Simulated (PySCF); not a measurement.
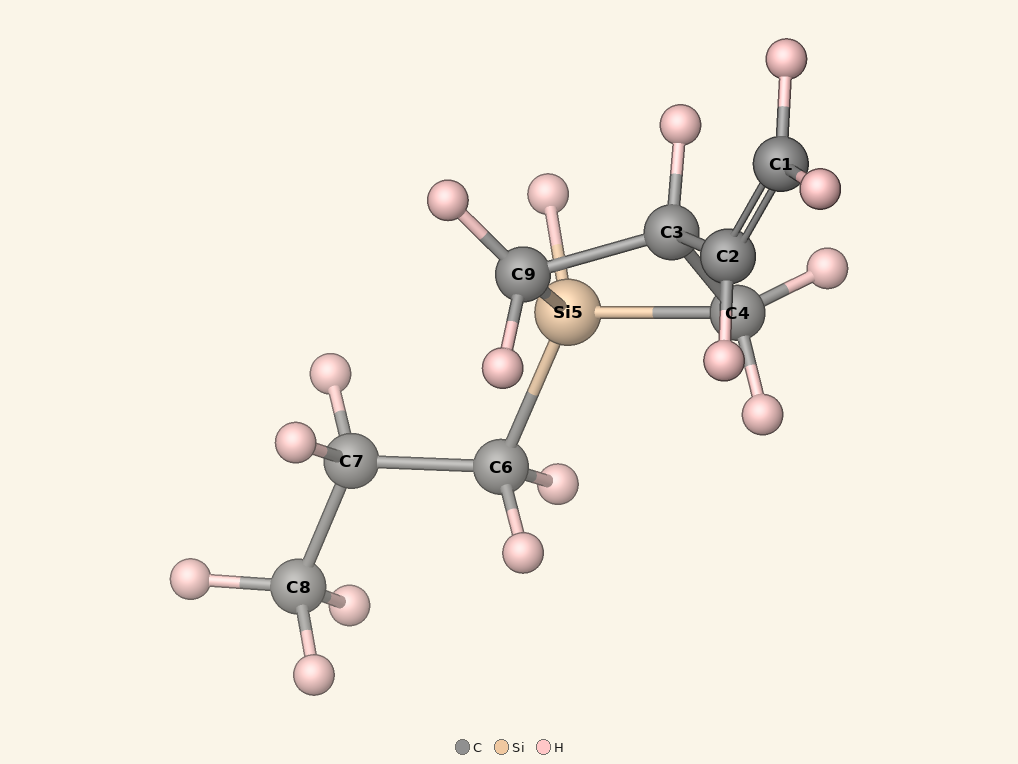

Atoms fade into the background with distance from the viewer. The geometry was computed by an optimisation with PBE0-D3(BJ)/def2-SVP. No frequency run is at hand to confirm it as a minimum.

**What is the conformation of the ring C3–C4–Si5–C9?**

It is puckered (butterfly). The Cremer–Pople amplitude Q is 0.32 Å.

**Give the torsion angles round the ring, beginning with the bond from its second to its third atom.**

−19°, 19°, −24°, 24°.
